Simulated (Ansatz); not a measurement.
# CH3F2 with multiplicity 2: reaction (H-abstraction), part 2 of 3

Wanted: the energy profile along the reaction (H-abstraction), from relaxed end points and a band of images. Meant to form: H1–H5; to break: C2–H1. The start is a guess near the saddle point, from which both ends are pulled out.

Ansatz 0.2.0; UKS B3LYP/def2-SVP. The steps go on from the part before.

## (5) Relaxing end B

It starts where the restrained run ended.

input.yaml

```yaml
crystal:
  periodic: [false, false, false]
  atoms:
    - { symbol: H, position_ang: [1.481461, -0.642557, 0.208562] }
    - { symbol: C, position_ang: [-0.65591, 0.307961, -0.203187] }
    - { symbol: F, position_ang: [-1.469106, -0.640473, 0.23342] }
    - { symbol: F, position_ang: [-0.65869, 1.360506, 0.599009] }
    - { symbol: H, position_ang: [2.07911, -0.936874, 0.433559] }
    - { symbol: H, position_ang: [-0.776965, 0.551438, -1.271363] }
magnetization:
  spin_polarized: true
  initial_magnetization: 1
basis:
  gaussian: { orbitals: def2-SVP }
hamiltonian:
  xc: b3lyp
relax:
  f_tol: 0.03
  max_steps: 50
```

Run with:

```sh
> ansatz run input.yaml --threads 1 --pin off --max-ram 2048MiB --backend cpu --events-out ev --progress --plain --runs-dir out
```

The log of the run, cut to the lines that bear on the results:

```text
Warning: RAYON_NUM_THREADS=1 ignored (pool sized by the plan → 1); use --threads N
[...]
Functional definition: B3LYP
[...]
604 factors; integrals over basis functions are off by at most 3.9e-4 eV
[...]
mean field -6511.70350390 eV, -239.3006899771 hartree, gradient 6.8e-5 eV, S^2 0.752021; 0 other end points of the search recorded, 0 dependent functions left out
[...]
reference -6511.70365540 eV, -239.3006955445 hartree; 14, 13 occupied and 43, 44 virtual orbitals, 604 factors
[...]
Atom 1 at    -0.876726     0.375734    -0.082092 Å, force    -0.006204     0.003371    -0.005720 eV/Å
Atom 2 at    -1.883943    -0.454795     0.136713 Å, force     0.007295     0.004086    -0.002887 eV/Å
Atom 3 at    -1.068884     1.548268     0.501321 Å, force     0.002925    -0.006643    -0.004690 eV/Å
Atom 4 at     2.547838    -1.092330     0.248257 Å, force    -0.008358     0.003317     0.000938 eV/Å
Atom 5 at    -0.561310     0.439266    -1.136141 Å, force    -0.003967    -0.000914     0.013505 eV/Å
Dipole moment:     0.092691     0.006197    -0.240771 e Å
```

Run time: 17 s. Hardware: 1 thread of Intel Xeon 6975P-C (Granite Rapids), shared host; peak memory 0.14 GiB.

Relaxation path:

```csv
step,energy from step 1 (eV),largest force component (eV/Å)
1,0.0000,2.2131
2,-0.0967,0.1727
3,-0.1074,0.1122
4,-0.1096,0.0361
5,-0.1105,0.1389
6,-0.1114,0.0996
7x,-0.1113,0.2919
8,-0.1125,0.0211
9x,-0.1088,0.5119
10,-0.1130,0.0288
11,-0.1134,0.0753
12,-0.1137,0.0837
13,-0.1140,0.0479
14,-0.1142,0.0394
15,-0.1143,0.0301
16,-0.1143,0.0135
```

Step 1 is the start. 2 steps were tried and not accepted (marked x).

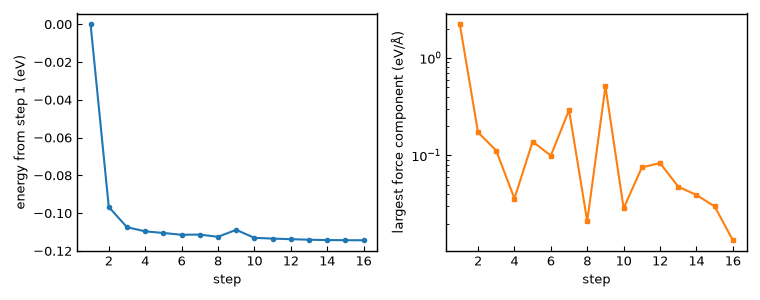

How energy and force went from step to step.

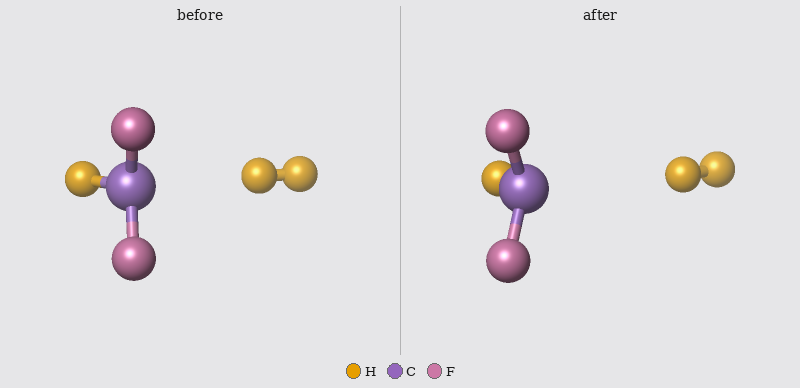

The structure before (left) and after (right), drawn at the same scale.

After: Bond lengths: C2–F3 1.324 Å, C2–F4 1.324 Å, C2–H6 1.102 Å. Angles: F3–C2–F4 111.9°, F3–C2–H6 114.3°, F4–C2–H6 114.3°.

## (6) Nudged elastic band

crystal.atoms is end A as relaxed above, and neb.final_atoms is end B, turned to lie on A. With 9 inner images the band has 11 in all. The start path is listed, through a guess of the saddle.

input.yaml

```yaml
crystal:
  periodic: [false, false, false]
  atoms:
    - { symbol: H, position_ang: [0.485586, -0.195228, -0.003067] }
    - { symbol: C, position_ang: [-0.516644, 0.243243, -0.16433] }
    - { symbol: F, position_ang: [-1.455499, -0.651422, 0.218525] }
    - { symbol: F, position_ang: [-0.634308, 1.36124, 0.587127] }
    - { symbol: H, position_ang: [2.804704, -1.263536, 0.586506] }
    - { symbol: H, position_ang: [-0.683937, 0.505703, -1.224761] }
magnetization:
  spin_polarized: true
  initial_magnetization: 1
basis:
  gaussian: { orbitals: def2-SVP }
hamiltonian:
  xc: b3lyp
neb:
  order_check: false
  images: 9
  f_tol: 0.05
  max_iterations: 60
  final_atoms:
    - { symbol: H, position_ang: [1.83887032, -0.81845047, 0.34834013] }
    - { symbol: C, position_ang: [-0.87539416, 0.37705878, -0.08985808] }
    - { symbol: F, position_ang: [-1.88574799, -0.45100455, 0.12376872] }
    - { symbol: F, position_ang: [-1.0698394, 1.55167369, 0.48859007] }
    - { symbol: H, position_ang: [2.54389464, -1.09615237, 0.27082729] }
    - { symbol: H, position_ang: [-0.55188142, 0.43687492, -1.14166814] }
  initial_path:
    images:
      - { positions_ang: [[0.485586, -0.195228, -0.003067], [-0.516644, 0.243243, -0.16433], [-1.455499, -0.651422, 0.218525], [-0.634308, 1.36124, 0.587127], [2.804704, -1.263536, 0.586506], [-0.683937, 0.505703, -1.224761]] }
      - { positions_ang: [[0.56545694, -0.23205061, 0.01839141], [-0.48812948, 0.23079469, -0.15992419], [-1.42038387, -0.66511886, 0.22708753], [-0.60101685, 1.34371666, 0.5949702], [2.59227305, -1.16731759, 0.53904669], [-0.6482978, 0.48997571, -1.21957165]] }
      - { positions_ang: [[0.64532789, -0.26887323, 0.03984982], [-0.45961496, 0.21834638, -0.15551838], [-1.38526873, -0.67881571, 0.23565007], [-0.5677257, 1.32619332, 0.60281341], [2.3798421, -1.07109918, 0.49158737], [-0.61265861, 0.47424842, -1.21438229]] }
      - { positions_ang: [[0.72519883, -0.30569584, 0.06130824], [-0.43110043, 0.20589807, -0.15111257], [-1.3501536, -0.69251257, 0.2442126], [-0.53443455, 1.30866999, 0.61065661], [2.16741116, -0.97488077, 0.44412806], [-0.57701941, 0.45852113, -1.20919294]] }
      - { positions_ang: [[0.80506978, -0.34251845, 0.08276665], [-0.40258591, 0.19344976, -0.14670676], [-1.31503846, -0.70620943, 0.25277514], [-0.5011434, 1.29114665, 0.61849981], [1.95498021, -0.87866237, 0.39666875], [-0.54138021, 0.44279384, -1.20400359]] }
      - { positions_ang: [[0.88494072, -0.37934107, 0.10422506], [-0.37407139, 0.18100144, -0.14230095], [-1.27992333, -0.71990629, 0.26133767], [-0.46785225, 1.27362331, 0.62634302], [1.74254926, -0.78244396, 0.34920944], [-0.50574101, 0.42706655, -1.19881423]] }
      - { positions_ang: [[1.07572664, -0.46716295, 0.15304808], [-0.47433594, 0.22021291, -0.13181238], [-1.40108826, -0.66612594, 0.23382388], [-0.58824968, 1.32923339, 0.59879243], [1.90281834, -0.84518564, 0.33353301], [-0.51496909, 0.42902823, -1.18738502]] }
      - { positions_ang: [[1.26651256, -0.55498483, 0.20187109], [-0.5746005, 0.25942438, -0.1213238], [-1.52225319, -0.61234559, 0.20631009], [-0.70864711, 1.38484346, 0.57124184], [2.06308741, -0.90792732, 0.31785658], [-0.52419717, 0.4309899, -1.1759558]] }
      - { positions_ang: [[1.45729848, -0.64280671, 0.2506941], [-0.67486505, 0.29863584, -0.11083523], [-1.64341812, -0.55856524, 0.1787963], [-0.82904454, 1.44045354, 0.54369125], [2.22335649, -0.97066901, 0.30218015], [-0.53342526, 0.43295157, -1.16452658]] }
      - { positions_ang: [[1.6480844, -0.73062859, 0.29951712], [-0.77512961, 0.33784731, -0.10034666], [-1.76458306, -0.50478489, 0.15128251], [-0.94944197, 1.49606361, 0.51614066], [2.38362557, -1.03341069, 0.28650372], [-0.54265334, 0.43491325, -1.15309736]] }
      - { positions_ang: [[1.83887032, -0.81845047, 0.34834013], [-0.87539416, 0.37705878, -0.08985808], [-1.88574799, -0.45100455, 0.12376872], [-1.0698394, 1.55167369, 0.48859007], [2.54389464, -1.09615237, 0.27082729], [-0.55188142, 0.43687492, -1.14166814]] }
```

Run with:

```sh
> ansatz run input.yaml --threads 1 --pin off --max-ram 2048MiB --backend cpu --events-out ev --progress --plain --runs-dir out
```

The log of the run, cut to the lines that bear on the results:

```text
Warning: RAYON_NUM_THREADS=1 ignored (pool sized by the plan → 1); use --threads N
[...]
[... 1 set-up line as earlier in the session ...]
[...]
607 factors; integrals over basis functions are off by at most 3.4e-4 eV
[...]
mean field -6511.65411599 eV, -239.2988750048 hartree, gradient 2.3e-5 eV, S^2 0.750062; 0 other end points of the search recorded, 0 dependent functions left out
[...]
reference -6511.65430821 eV, -239.2988820688 hartree; 14, 13 occupied and 43, 44 virtual orbitals, 607 factors
[...]
Atom 2 at    -1.279243    -0.725602     0.261400 Å, force     0.004546     0.004311    -0.003426 eV/Å
Atom 3 at    -0.458454     1.275151     0.628389 Å, force     0.000538    -0.003906    -0.004951 eV/Å
Atom 4 at     1.703707    -0.757418     0.319945 Å, force    -0.000673     0.000162     0.000207 eV/Å
Atom 5 at    -0.450867     0.404529    -1.197652 Å, force     0.001507    -0.000043    -0.000706 eV/Å
Dipole moment:     0.015585     0.044885    -0.279442 e Å
this run last wrote the band of iteration 9 to <dir>
```

Run time: 90 s. Hardware: 1 thread of Intel Xeon 6975P-C (Granite Rapids), shared host; peak memory 0.14 GiB.

## (7) Images and barrier

Images 0 and 10 are the ends. Energies count from image 0; the path length is the program's own measure over all atoms.

| image | path (Å) | energy (eV) | H1–H5 (Å) | C2–H1 (Å) | band force (eV/Å) |
| --- | --- | --- | --- | --- | --- |
| 0 | 0.000 | 0.0000 | 2.62 | 1.11 | - |
| 1 | 0.354 | 0.0032 | 2.23 | 1.11 | 0.000 |
| 2 | 0.707 | 0.0224 | 1.85 | 1.11 | 0.001 |
| 3 | 1.061 | 0.0878 | 1.45 | 1.13 | 0.002 |
| 4* | 1.414 | 0.2570 | 0.95 | 1.36 | 0.012 |
| 5 | 1.745 | 0.0767 | 0.79 | 1.76 | 0.009 |
| 6 | 2.075 | -0.0564 | 0.77 | 2.05 | 0.001 |
| 7 | 2.405 | -0.1218 | 0.76 | 2.34 | 0.001 |
| 8 | 2.736 | -0.1505 | 0.76 | 2.61 | 0.002 |
| 9 | 3.066 | -0.1611 | 0.76 | 2.84 | 0.001 |
| 10 | 3.396 | -0.1637 | 0.76 | 3.00 | - |

The star marks the climbing image.

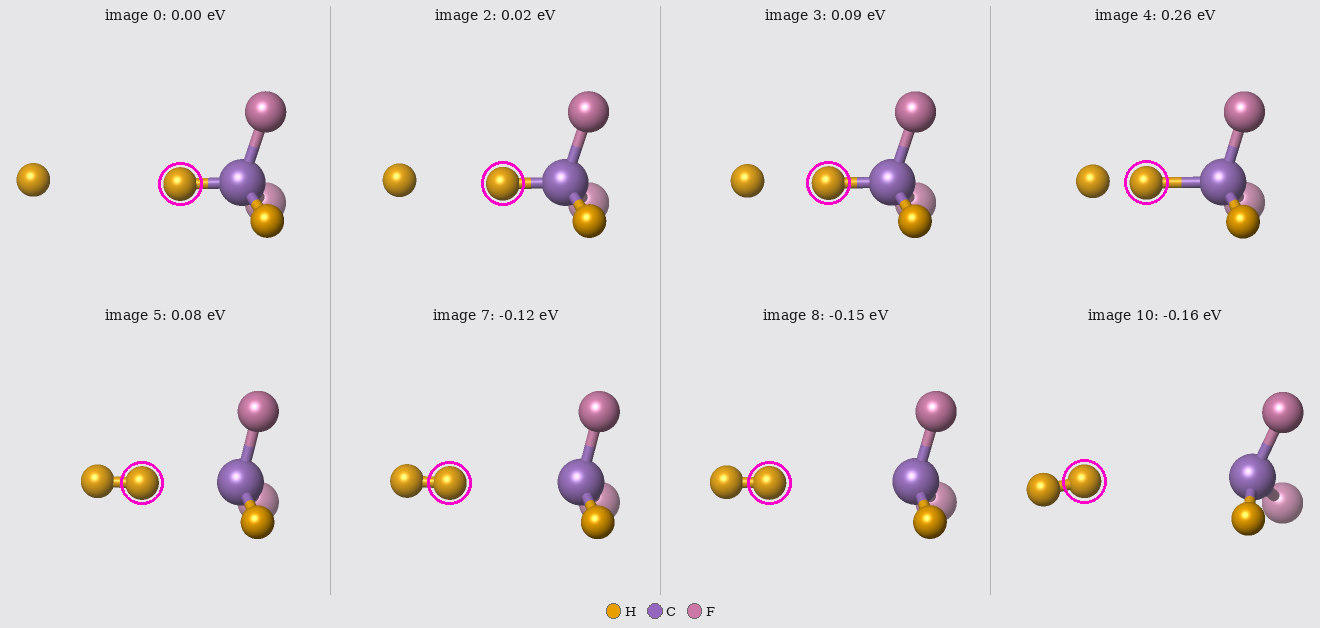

The images of the last band, seen from a free direction. Ringed: H1. Sticks join atoms closer than a bonding distance in each image.

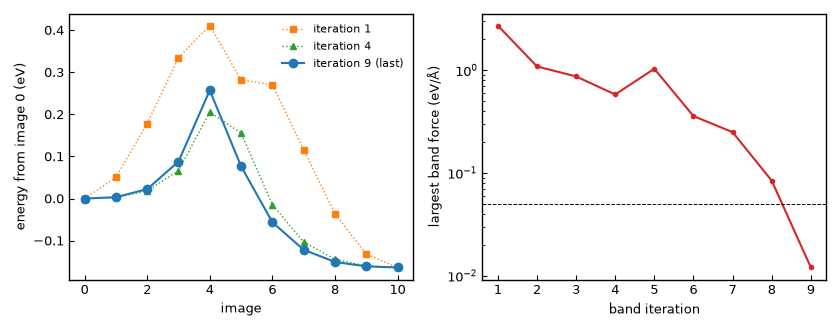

Left: energy of each image for early iterations and the last one (lines only join the points; early values far above the last band run off the scale). Right: the largest band force by iteration, with the threshold dashed.

The top of the band by iteration:

```csv
iteration,highest image above image 0 (eV),largest band force (eV/Å)
1,0.4107,2.720
2,0.3021,1.090
3,0.2304,0.870
4,0.2052,0.581
5,0.3066,1.034
6,0.2560,0.358
7,0.2580,0.250
8,0.2571,0.084
9,0.2570,0.012
```

Positions of all images (Å):

```xyz
6
image=0 dE=0.0000
H     0.486   -0.195   -0.003
C    -0.517    0.243   -0.164
F    -1.455   -0.651    0.219
F    -0.634    1.361    0.587
H     2.805   -1.264    0.587
H    -0.684    0.506   -1.225
6
image=1 dE=0.0032
H     0.543   -0.221    0.005
C    -0.460    0.218   -0.153
F    -1.397   -0.678    0.232
F    -0.574    1.334    0.601
H     2.515   -1.133    0.529
H    -0.628    0.481   -1.214
6
image=2 dE=0.0224
H     0.598   -0.251    0.032
C    -0.405    0.192   -0.138
F    -1.346   -0.701    0.241
F    -0.521    1.311    0.610
H     2.231   -1.000    0.457
H    -0.557    0.450   -1.202
6
image=3 dE=0.0878
H     0.663   -0.284    0.063
C    -0.356    0.169   -0.123
F    -1.297   -0.721    0.251
F    -0.473    1.287    0.620
H     1.947   -0.869    0.382
H    -0.484    0.418   -1.193
6
image=4 dE=0.2570
H     0.857   -0.371    0.108
C    -0.372    0.175   -0.120
F    -1.279   -0.726    0.261
F    -0.458    1.275    0.628
H     1.704   -0.757    0.320
H    -0.451    0.405   -1.198
6
image=5 dE=0.0767
H     1.089   -0.474    0.150
C    -0.493    0.229   -0.146
F    -1.344   -0.701    0.259
F    -0.521    1.304    0.626
H     1.788   -0.795    0.337
H    -0.520    0.437   -1.225
6
image=6 dE=-0.0564
H     1.270   -0.555    0.185
C    -0.579    0.268   -0.166
F    -1.427   -0.663    0.241
F    -0.605    1.340    0.608
H     1.947   -0.867    0.377
H    -0.607    0.477   -1.246
6
image=7 dE=-0.1218
H     1.443   -0.633    0.222
C    -0.661    0.304   -0.180
F    -1.519   -0.620    0.220
F    -0.697    1.381    0.587
H     2.116   -0.943    0.412
H    -0.682    0.511   -1.261
6
image=8 dE=-0.1505
H     1.609   -0.708    0.259
C    -0.743    0.337   -0.177
F    -1.629   -0.571    0.199
F    -0.807    1.430    0.567
H     2.289   -1.015    0.415
H    -0.719    0.527   -1.262
6
image=9 dE=-0.1611
H     1.745   -0.772    0.302
C    -0.817    0.363   -0.145
F    -1.759   -0.512    0.171
F    -0.941    1.490    0.537
H     2.443   -1.070    0.363
H    -0.671    0.501   -1.228
6
image=10 dE=-0.1637
H     1.839   -0.818    0.348
C    -0.875    0.377   -0.090
F    -1.886   -0.451    0.124
F    -1.070    1.552    0.489
H     2.544   -1.096    0.271
H    -0.552    0.437   -1.142
```

## (8) Frequencies at the highest image

The geometry is the highest inner image of the first converged band.

input.yaml

```yaml
crystal:
  periodic: [false, false, false]
  atoms:
    - { symbol: H, position_ang: [0.856967, -0.371315, 0.107819] }
    - { symbol: C, position_ang: [-0.372207, 0.174654, -0.119901] }
    - { symbol: F, position_ang: [-1.279243, -0.725602, 0.2614] }
    - { symbol: F, position_ang: [-0.458454, 1.275151, 0.628389] }
    - { symbol: H, position_ang: [1.703707, -0.757418, 0.319945] }
    - { symbol: H, position_ang: [-0.450867, 0.404529, -1.197652] }
magnetization:
  spin_polarized: true
  initial_magnetization: 1
basis:
  gaussian: { orbitals: def2-SVP }
hamiltonian:
  xc: b3lyp
phonons: {}
```

Run with:

```sh
> ansatz run input.yaml --threads 1 --pin off --max-ram 2048MiB --backend cpu --events-out ev --progress --plain --runs-dir out
```

The log of the run, cut to the lines that bear on the results:

```text
Warning: RAYON_NUM_THREADS=1 ignored (pool sized by the plan → 1); use --threads N
[...]
[... 1 set-up line as earlier in the session ...]
[...]
609 factors; integrals over basis functions are off by at most 3.6e-4 eV
[...]
mean field -6511.39710181 eV, -239.2894299082 hartree, gradient 1.5e-5 eV, S^2 0.757831; 0 other end points of the search recorded, 0 dependent functions left out
[...]
reference -6511.39726841 eV, -239.2894360305 hartree; 14, 13 occupied and 43, 44 virtual orbitals, 609 factors
[...]
mean field -6511.39706558 eV, -239.2894285766 hartree, gradient 2.1e-6 eV, S^2 0.757832; 0 other end points of the search recorded, 0 dependent functions left out
[...]
reference -6511.39723216 eV, -239.2894346985 hartree; 14, 13 occupied and 43, 44 virtual orbitals, 609 factors
[...]
609 factors; integrals over basis functions are off by at most 3.5e-4 eV
mean field -6511.39708305 eV, -239.2894292186 hartree, gradient 1.9e-6 eV, S^2 0.757830; 0 other end points of the search recorded, 0 dependent functions left out
[...]
```

## (9) More of the same log: vibrations at the highest image of the band

Output, continued, cut to the lines that bear on the results:

```text
reference -6511.39724966 eV, -239.2894353414 hartree; 14, 13 occupied and 43, 44 virtual orbitals, 609 factors
[...]
609 factors; integrals over basis functions are off by at most 3.5e-4 eV
[...]
mean field -6511.39708893 eV, -239.2894294345 hartree, gradient 2.5e-6 eV, S^2 0.757832; 0 other end points of the search recorded, 0 dependent functions left out
[...]
reference -6511.39725554 eV, -239.2894355576 hartree; 14, 13 occupied and 43, 44 virtual orbitals, 609 factors
[...]
WARN: phonons: modes at or below zero, which the zero-point energy, F, S and C_V leave out: 1, the lowest at -1241.35 cm⁻¹. A minimum has none, and a first-order saddle one
[...]
Atom 2 at    -1.279243    -0.725602     0.261400 Å, force     0.004719     0.004253    -0.003488 eV/Å
Atom 3 at    -0.458454     1.275151     0.628389 Å, force     0.000743    -0.003971    -0.005001 eV/Å
Atom 4 at     1.703707    -0.757418     0.319945 Å, force    -0.000726     0.000192     0.000243 eV/Å
Atom 5 at    -0.450867     0.404529    -1.197652 Å, force     0.001431    -0.000012    -0.000701 eV/Å
Dipole moment:     0.015587     0.044884    -0.279445 e Å
Vibrations: -1241.35 281.31 358.24 551.97 1075.05 1164.78 1168.53 1201.46 1266.73 1392.90 1616.23 3070.90 cm⁻¹, zero-point energy 0.815078 eV
```

Run time: 24 s. Hardware: 1 thread of Intel Xeon 6975P-C (Granite Rapids), shared host; peak memory 0.14 GiB.

Of 12 modes, 1 is imaginary by more than 30 cm⁻¹ (1241i cm⁻¹).

## (10) The band again, with other settings

crystal.atoms is end A as relaxed above, and neb.final_atoms is end B, turned to lie on A. With 3 inner images the band has 5 in all. The start path is listed, through a guess of the saddle.

input.yaml

```yaml
crystal:
  periodic: [false, false, false]
  atoms:
    - { symbol: H, position_ang: [0.485586, -0.195228, -0.003067] }
    - { symbol: C, position_ang: [-0.516644, 0.243243, -0.16433] }
    - { symbol: F, position_ang: [-1.455499, -0.651422, 0.218525] }
    - { symbol: F, position_ang: [-0.634308, 1.36124, 0.587127] }
    - { symbol: H, position_ang: [2.804704, -1.263536, 0.586506] }
    - { symbol: H, position_ang: [-0.683937, 0.505703, -1.224761] }
magnetization:
  spin_polarized: true
  initial_magnetization: 1
basis:
  gaussian: { orbitals: def2-SVP }
hamiltonian:
  xc: b3lyp
neb:
  order_check: false
  images: 3
  f_tol: 0.05
  max_iterations: 60
  climbing: false
  final_atoms:
    - { symbol: H, position_ang: [1.83887032, -0.81845047, 0.34834013] }
    - { symbol: C, position_ang: [-0.87539416, 0.37705878, -0.08985808] }
    - { symbol: F, position_ang: [-1.88574799, -0.45100455, 0.12376872] }
    - { symbol: F, position_ang: [-1.0698394, 1.55167369, 0.48859007] }
    - { symbol: H, position_ang: [2.54389464, -1.09615237, 0.27082729] }
    - { symbol: H, position_ang: [-0.55188142, 0.43687492, -1.14166814] }
  initial_path:
    images:
      - { positions_ang: [[0.485586, -0.195228, -0.003067], [-0.516644, 0.243243, -0.16433], [-1.455499, -0.651422, 0.218525], [-0.634308, 1.36124, 0.587127], [2.804704, -1.263536, 0.586506], [-0.683937, 0.505703, -1.224761]] }
      - { positions_ang: [[0.68526336, -0.28728453, 0.05057903], [-0.44535769, 0.21212222, -0.15331547], [-1.36771116, -0.68566414, 0.23993134], [-0.55108013, 1.31743166, 0.60673501], [2.27362663, -1.02298998, 0.46785772], [-0.59483901, 0.46638478, -1.21178762]] }
      - { positions_ang: [[0.88494072, -0.37934107, 0.10422506], [-0.37407139, 0.18100144, -0.14230095], [-1.27992333, -0.71990629, 0.26133767], [-0.46785225, 1.27362331, 0.62634302], [1.74254926, -0.78244396, 0.34920944], [-0.50574101, 0.42706655, -1.19881423]] }
      - { positions_ang: [[1.36190552, -0.59889577, 0.2262826], [-0.62473277, 0.27903011, -0.11607952], [-1.58283566, -0.58545542, 0.1925532], [-0.76884583, 1.4126485, 0.55746655], [2.14322195, -0.93929816, 0.31001836], [-0.52881122, 0.43197074, -1.17024119]] }
      - { positions_ang: [[1.83887032, -0.81845047, 0.34834013], [-0.87539416, 0.37705878, -0.08985808], [-1.88574799, -0.45100455, 0.12376872], [-1.0698394, 1.55167369, 0.48859007], [2.54389464, -1.09615237, 0.27082729], [-0.55188142, 0.43687492, -1.14166814]] }
```

Run with:

```sh
> ansatz run input.yaml --threads 1 --pin off --max-ram 2048MiB --backend cpu --events-out ev --progress --plain --runs-dir out
```

The log of the run, cut to the lines that bear on the results:

```text
Warning: RAYON_NUM_THREADS=1 ignored (pool sized by the plan → 1); use --threads N
[...]
[... 1 set-up line as earlier in the session ...]
[...]
607 factors; integrals over basis functions are off by at most 3.4e-4 eV
[...]
mean field -6511.65411599 eV, -239.2988750048 hartree, gradient 2.3e-5 eV, S^2 0.750062; 0 other end points of the search recorded, 0 dependent functions left out
[...]
reference -6511.65430821 eV, -239.2988820688 hartree; 14, 13 occupied and 43, 44 virtual orbitals, 607 factors
[...]
Atom 2 at    -1.368572    -0.689271     0.253799 Å, force    -0.064048     0.023292     0.013324 eV/Å
Atom 3 at    -0.549065     1.315221     0.620934 Å, force    -0.063415     0.023653     0.013261 eV/Å
Atom 4 at     1.860064    -0.826760     0.342757 Å, force    -0.578737     0.266042    -0.145350 eV/Å
Atom 5 at    -0.564415     0.456877    -1.228765 Å, force    -0.041621     0.026869    -0.053347 eV/Å
Dipole moment:    -0.018790     0.057420    -0.270880 e Å
this run last wrote the band of iteration 7 to <dir>
```

Run time: 26 s. Hardware: 1 thread of Intel Xeon 6975P-C (Granite Rapids), shared host; peak memory 0.14 GiB.

(Continued in part 3 of 3.)
